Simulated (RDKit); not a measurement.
# Single-point calculation, with input and output: CH$_{2}$ClNSSi

CH$_{2}$ClNSSi, SMILES N=C1S[SiH]1Cl, computed with MMFF94 (RDKit 2026.09.1).

The geometry comes from this level: GFN2-xTB.

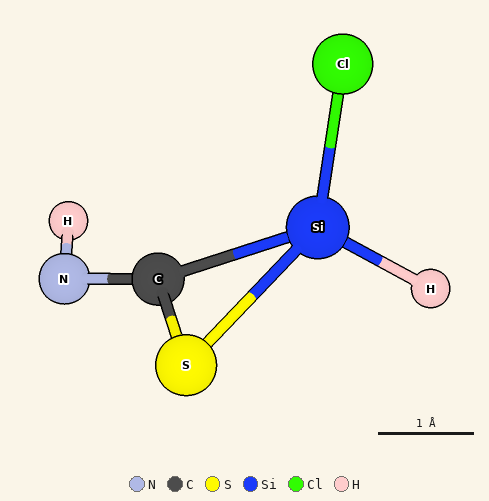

Figure 1. The structure (ball-and-stick view, seen at a tilt). Bond lengths as drawn: Cl–Si 2.00 Å, C–N 1.25 Å, C–S 1.77 Å, C–Si 1.87 Å, H–N 1.02 Å, H–Si 1.44 Å and S–Si 2.19 Å.

The input (job.py):
```python
# MMFF94 energy with RDKit
import json
import numpy as np
from rdkit import Chem
from rdkit.Chem import AllChem

molecule = Chem.MolFromMolFile("mol.sdf", removeHs=False)
symbols = [a.GetSymbol() for a in molecule.GetAtoms()]
start = molecule.GetConformer().GetPositions().copy()

props = AllChem.MMFFGetMoleculeProperties(molecule, mmffVariant="MMFF94")
ff = AllChem.MMFFGetMoleculeForceField(molecule, props)
e = ff.CalcEnergy()
g = np.array(ff.CalcGrad()).reshape(-1, 3)
print(f"MMFF94 energy {e:.5f} kcal/mol, gradient norm {np.linalg.norm(g):.4f} kcal/mol/angstrom")
print("atom  type  charge   gradient")
for i, a in enumerate(symbols):
    print(f"{a:<2}{i + 1:<3} {props.GetMMFFAtomType(i):4d} {props.GetMMFFPartialCharge(i):8.4f}  " + " ".join(f"{c:9.4f}" for c in g[i]))
names = ["Bond", "Angle", "StretchBend", "Oop", "Torsion", "VdW", "Ele"]
terms = []
for name in names:
    for other in names:
        getattr(props, f"SetMMFF{other}Term")(other == name)
    terms.append(AllChem.MMFFGetMoleculeForceField(molecule, props).CalcEnergy())
    print(f"{name:<12} {terms[-1]:11.5f} kcal/mol")
json.dump(dict(symbols=symbols, start=start.tolist(), energy=e, gradient=g.tolist(), charges_other=[props.GetMMFFPartialCharge(i) for i in range(len(symbols))], atom_types=[str(props.GetMMFFAtomType(i)) for i in range(len(symbols))], energy_term_names=names, energy_terms=terms), open("results.json", "w"))
```

File mol.sdf:
```

     RDKit          3D

  7  7  0  0  0  0  0  0  0  0999 V2000
   -0.8147   -0.2419    1.7772 N   0  0  0  0  0  0  0  0  0  0  0  0
   -0.0800   -0.2052    0.7727 C   0  0  0  0  0  0  0  0  0  0  0  0
    1.6528   -0.5016    0.6099 S   0  0  0  0  0  0  0  0  0  0  0  0
    0.3241    0.0740   -1.0312 Si  0  0  2  0  0  4  0  0  0  0  0  0
    0.5564    1.9072   -1.7924 Cl  0  0  0  0  0  0  0  0  0  0  0  0
   -1.7990   -0.0320    1.6408 H   0  0  0  0  0  0  0  0  0  0  0  0
    0.1605   -1.0006   -1.9771 H   0  0  0  0  0  0  0  0  0  0  0  0
  2  1  2  0
  3  2  1  0
  4  3  1  0
  4  2  1  0
  5  4  1  0
  6  1  1  0
  4  7  1  6
M  END
$$$$
```

Hardware: 1 thread of Arm Neoverse V2, 256 GiB of memory available, shared host.

Launch command:
```bash
python job.py
```

Output:
```
MMFF94 energy 59.89808 kcal/mol, gradient norm 169.3859 kcal/mol/angstrom
atom  type  charge   gradient
N 1      9  -0.8500    21.8870    8.6128  -35.9878
C 2      3   0.4020   -92.2104  -13.9409   98.0519
S 3     15  -0.4710    39.9638  -11.1246   -6.4737
Si4     19   1.0891    30.1418   18.6350  -70.2211
Cl5     12  -0.3701    -4.5177  -11.2062   -5.3265
H 6     27   0.4000     2.9857   -4.2789    9.0743
H 7      5  -0.2000     1.7499   13.3027   10.8830
Bond             2.92626 kcal/mol
Angle           28.69355 kcal/mol
StretchBend     -2.11794 kcal/mol
Oop              0.02202 kcal/mol
Torsion          0.52414 kcal/mol
VdW             -0.16658 kcal/mol
Ele             30.01664 kcal/mol
```

Summary:

- outcome: converged
- total energy: 0.095454 hartree
- largest force: 5.868 eV/Å
- peak memory: 0.073 GiB
